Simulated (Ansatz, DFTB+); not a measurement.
## A ladder of methods for CHP (methylidynephosphane)

CHP: 3 atoms, total charge 0, spin state singlet. SMILES: `C#P`. Geometry: relaxed at GFN2-xTB.

```csv
atom,x (Å),y (Å),z (Å)
C,-0.1371,0.0598,-0.0664
P,1.1492,-0.5127,0.5742
H,-1.0121,0.4528,-0.5078
```

Quantity: the electronic atomisation energy, in eV. The values are calculated. Electronic energies at fixed atoms, without zero-point motion or spin-orbit coupling.

| level | kind | program | value (eV) | less CCSD(T)/STO-3G |
| --- | --- | --- | --- | --- |
| DFTB2 | semi-empirical | DFTB+ | 11.10 | +0.05 |
| HF/STO-3G | Hartree–Fock | Ansatz | 7.01 | -4.04 |
| PBE/STO-3G | GGA | Ansatz | 13.37 | +2.32 |
| BHLYP/STO-3G | global hybrid | Ansatz | 11.30 | +0.25 |
| HSE06/STO-3G | range-separated hybrid | Ansatz | 12.44 | +1.39 |
| B2PLYP/STO-3G | double hybrid | Ansatz | 12.06 | +1.01 |
| RPA@PBE/STO-3G | RPA | Ansatz | 10.69 | -0.36 |
| MP2/STO-3G | perturbation theory | Ansatz | 11.28 | +0.23 |
| CCSD(T)/STO-3G | coupled cluster or CI | Ansatz | 11.05 | 0.00 |
| CCSD/STO-3G | coupled cluster or CI | Ansatz | 11.02 | -0.03 |

CCSD(T)/STO-3G is the highest level here, not the true value. The values span 7.01 to 13.37 eV. All rows use very small basis sets, so none should be taken for the real molecule's value.

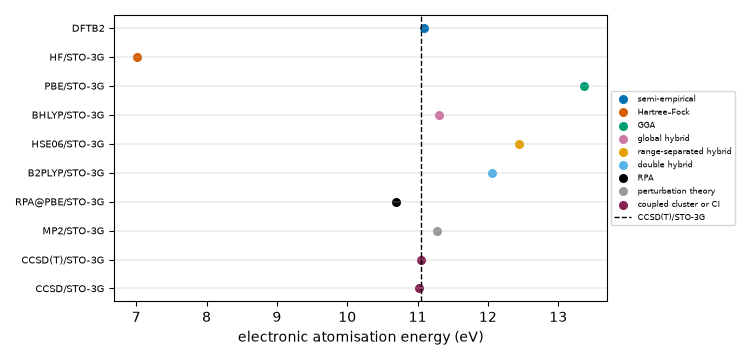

The values of the table, level by level.
